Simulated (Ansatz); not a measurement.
# One shape, several levels: BClF2 (chlorodifluoroborane)

Wanted: a comparison of 6 runs (PBE0/STO-3G, SVWN5/STO-3G, UB3LYP/STO-3G, wB97M-V/STO-3G, UMP2/STO-3G, CCSD(T)/STO-3G) of BClF2 (chlorodifluoroborane). 

The results are computed with Ansatz 0.2.0.

66 further runs of the same task are left out: 7 that didn't finish, 59 set aside as unsound or not needed.

### Step 1. Starting point

BClF2 has 4 atoms, charge 0, and is taken as a singlet. SMILES: `FB(F)Cl`. The B2–F1 distance was set to 1.966 Å, away from the relaxed value.

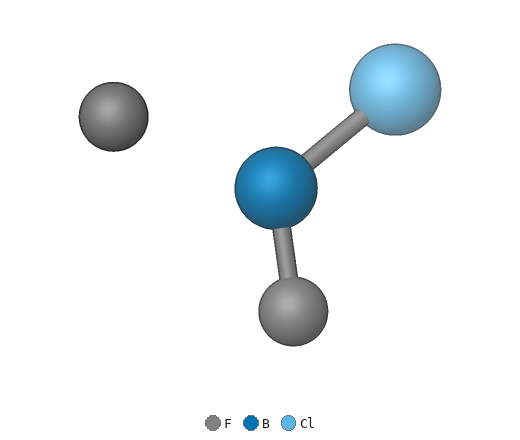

The structure, seen from a chosen angle (fluorine grey, boron blue, chlorine blue).

### Step 2. A single-point energy at PBE0/STO-3G (run 1)

run.yaml reads:

```yaml
crystal:
  periodic: [false, false, false]
  atoms:
    - symbol: F
      position_ang: [-0.227002, -1.860823, -0.788459]
    - symbol: B
      position_ang: [-0.067100, -0.041300, -0.062000]
    - symbol: F
      position_ang: [-1.011600, 0.830100, -0.317700]
    - symbol: Cl
      position_ang: [1.307900, 0.405300, 0.905700]
basis:
  gaussian:
    orbitals: STO-3G
hamiltonian:
  xc: pbe0
accuracy: high
```

Launch:

```sh
ansatz run run.yaml --threads 1 --pin off --max-ram 2610MiB --events-out events.jsonl --progress --plain --runs-dir runs
```

Log:

```text
Warning: RAYON_NUM_THREADS=1 ignored (pool sized by the plan → 1); use --threads N
Functional definition: PBE0
  name "PBE0"
  parameter a = 0.25
  parameter kappa = 0.804
  parameter beta = 0.06672455060314922
  exchange = (1 - a)*pbe_x(kappa = kappa, mu = beta*pi^2/3) + a*exact_x
  correlation = pbe_c(beta = beta)
435 factors; integrals over basis functions are off by at most 3.3e-8 eV
mean field evaluation 1: about -18396.1023 eV, gradient 2.9e1 eV
mean field evaluation 2: about -18303.2433 eV, gradient 1.4e2 eV
mean field evaluation 4: about -18400.4180 eV, gradient 3.6e0 eV
mean field evaluation 8: about -18400.4327 eV, gradient 8.2e-2 eV
mean field evaluation 16: about -18400.4327 eV, gradient 6.2e-8 eV
mean field -18400.43272897 eV, -676.2034305283 hartree, gradient 5.8e-8 eV, S^2 0.000000; 0 other end points of the search recorded, 0 dependent functions left out
reference -18400.43272996 eV, -676.2034305646 hartree; 20, 20 occupied and 4, 4 virtual orbitals, 435 factors
Total energy: -18400.43272996 eV, -676.2034305646 hartree
```

Wall time 1.3 s (1 thread of Arm Neoverse V1, shared host); peak memory 0.097 GiB.

### Step 3. The energy at SVWN5/STO-3G (run 2)

molecule.yaml reads:

```yaml
crystal:
  periodic: [false, false, false]
  atoms:
    - {symbol: F, position_ang: [-0.227002, -1.860823, -0.788459]}
    - {symbol: B, position_ang: [-0.067100, -0.041300, -0.062000]}
    - {symbol: F, position_ang: [-1.011600, 0.830100, -0.317700]}
    - {symbol: Cl, position_ang: [1.307900, 0.405300, 0.905700]}
basis:
  gaussian:
    orbitals: STO-3G
hamiltonian:
  xc: {name: SVWN5}
accuracy: high
```

Launch:

```sh
ansatz run molecule.yaml --threads 1 --pin off --max-ram 2610MiB --events-out events.jsonl --progress --plain --runs-dir runs
```

Log:

```text
Warning: RAYON_NUM_THREADS=1 ignored (pool sized by the plan → 1); use --threads N
Functional definition: SVWN5
  name "SVWN5"
  exchange = slater_x
  correlation = vwn5_c
435 factors; integrals over basis functions are off by at most 3.3e-8 eV
mean field evaluation 1: about -18322.4758 eV, gradient 2.4e1 eV
mean field evaluation 2: about -18203.1825 eV, gradient 1.7e2 eV
mean field evaluation 4: about -18324.7358 eV, gradient 1.2e1 eV
mean field evaluation 8: about -18325.2617 eV, gradient 2.5e-2 eV
mean field evaluation 16: about -18325.1885 eV, gradient 8.9e-7 eV
mean field -18325.18848670 eV, -673.4382556272 hartree, gradient 6.5e-8 eV, S^2 0.000000; 0 other end points of the search recorded, 0 dependent functions left out
reference -18325.18848797 eV, -673.4382556740 hartree; 20, 20 occupied and 4, 4 virtual orbitals, 435 factors
Total energy: -18325.18848797 eV, -673.4382556740 hartree
```

Wall time 0.82 s (1 thread of Arm Neoverse V1, shared host); peak memory 0.094 GiB.

Run 3 isn't shown in full; the table further down has it.

### Step 4. A single-point energy at wB97M-V/STO-3G (run 4)

input.yaml reads:

```yaml
crystal:
  periodic: [false, false, false]
  atoms:
    - symbol: F
      position_ang: [-0.227002, -1.860823, -0.788459]
    - symbol: B
      position_ang: [-0.067100, -0.041300, -0.062000]
    - symbol: F
      position_ang: [-1.011600, 0.830100, -0.317700]
    - symbol: Cl
      position_ang: [1.307900, 0.405300, 0.905700]
basis:
  gaussian:
    orbitals: STO-3G
accuracy: high
hamiltonian:
  xc: {name: wB97M-V}
```

Launch:

```sh
ansatz run input.yaml --threads 1 --pin off --max-ram 2610MiB --events-out events.jsonl --progress --plain --runs-dir runs
```

Log (excerpt; [...] marks lines left out):

```text
Warning: RAYON_NUM_THREADS=1 ignored (pool sized by the plan → 1); use --threads N
Functional definition: wB97M-V
  name "wB97M-V"
[...]
  gx(w, u) = 1 - cx + cx01*u + cx10*w
  gss(w, u) = css00 + css04*u^4 + css10*w + css20*w^2 + css43*w^4*u^3
  gos(w, u) = cos00 + cos10*w + (cos20 + cos21*u)*w^2 + (cos60 + cos61*u)*w^6
[...]
      + integral(e_c_pw_mod_opposite_spin*gos(b97_w_opposite, b97_u_opposite)) + vv10(b, c)
435 factors; integrals over basis functions are off by at most 3.3e-8 eV
159 factors; integrals over basis functions are off by at most 8.5e-10 eV
[...]
mean field -18410.86735588 eV, -676.5868959946 hartree, gradient 4.2e-8 eV, S^2 0.000000; 0 other end points of the search recorded, 0 dependent functions left out
reference -18410.86735749 eV, -676.5868960537 hartree; 20, 20 occupied and 4, 4 virtual orbitals, 435 factors
Total energy: -18410.86735749 eV, -676.5868960537 hartree
```

Run time: 22 s. Hardware: 1 thread of Arm Neoverse V1, shared host; peak memory 0.28 GiB.

Run 5 isn't shown in full; the table further down has it.

### Step 5. A single-point energy at CCSD(T)/STO-3G (run 6)

run.yaml reads:

```yaml
crystal:
  periodic: [false, false, false]
  atoms:
    - {symbol: F, position_ang: [-0.227002, -1.860823, -0.788459]}
    - {symbol: B, position_ang: [-0.067100, -0.041300, -0.062000]}
    - {symbol: F, position_ang: [-1.011600, 0.830100, -0.317700]}
    - {symbol: Cl, position_ang: [1.307900, 0.405300, 0.905700]}
basis:
  gaussian: {orbitals: STO-3G}
correlation: {method: ccsd_t, frozen_orbitals: {B: 1, Cl: 5, F: 1}}
accuracy: high
scf: {omitted_lower_state_checks: [cluster_reference, increment]}
```

Launch:

```sh
ansatz run run.yaml --threads 1 --pin off --max-ram 2610MiB --events-out events.jsonl --progress --plain --runs-dir runs
```

Log (excerpt; [...] marks lines left out):

```text
Warning: RAYON_NUM_THREADS=1 ignored (pool sized by the plan → 1); use --threads N
Functional definition: HF
  name "HF"
[...]
435 factors; integrals over basis functions are off by at most 3.3e-8 eV
[...]
mean field -18367.81979557 eV, -675.0049273319 hartree, gradient 2.1e-8 eV, S^2 0.000000; 0 other end points of the search recorded, 0 dependent functions left out; unrestricted orbitals would lower it
8 core orbitals not correlated: weight in the atoms' cores, before any rotation towards them, 1.000 or more for the frozen orbitals, at most 0.000 for the correlated occupied ones
reference -18367.81979557 eV, -675.0049273319 hartree; 12, 12 occupied and 4, 4 virtual orbitals, 435 factors
second order -3.03039308 eV of doubles, -0.00000000 eV of singles
cycle   1  -3.43848868 eV  change   -4.1e-1 eV  update   1.2e-1
[...]
cycle  26  -3.95498848 eV  change   3.7e-10 eV  update  6.9e-10
perturbative correction -0.22533506 eV, -0.0082809106 hartree
Total energy: -18372.00011911 eV, -675.1585513885 hartree
Checks for a lower state left out: cluster_reference, increment
```

Wall time 0.28 s (1 thread of Arm Neoverse V1, shared host).

### Step 6. Overview of the runs

```tsv
run	level	frozen core orbitals	energy (Eh)	wall time
1	PBE0/STO-3G	–	-676.203431	1.3 s
2	SVWN5/STO-3G	–	-673.438256	0.82 s
3	UB3LYP/STO-3G	–	-676.511654	2.4 s
4	wB97M-V/STO-3G	–	-676.586896	22 s
5	UMP2/STO-3G	8	-675.100178	0.52 s
6	CCSD(T)/STO-3G	8	-675.158551	0.28 s
```

### Step 7. What came out

```
                                          quantity          value
                               run 6: total energy  -675.15855 Eh
run 6: correlation energy (8 core orbitals frozen)     -153.6 mEh
                             run 6: (T) correction      -8.28 mEh
                              run 6: T1 diagnostic          0.018
```

What this shows: Totals of different functionals can't be ranked against each other. In run 6 the log says that unrestricted orbitals would lower the reference, so the values rest on an unstable closed-shell determinant (other closed-shell runs at this shape may share the fault). In runs 1, 2, 3, 4, 5, 6 the basis is minimal, so the values are rough. Spin contamination of the reference: run 5 ⟨S²⟩ = 0.57. All runs together took 27 s, the longest 22 s.
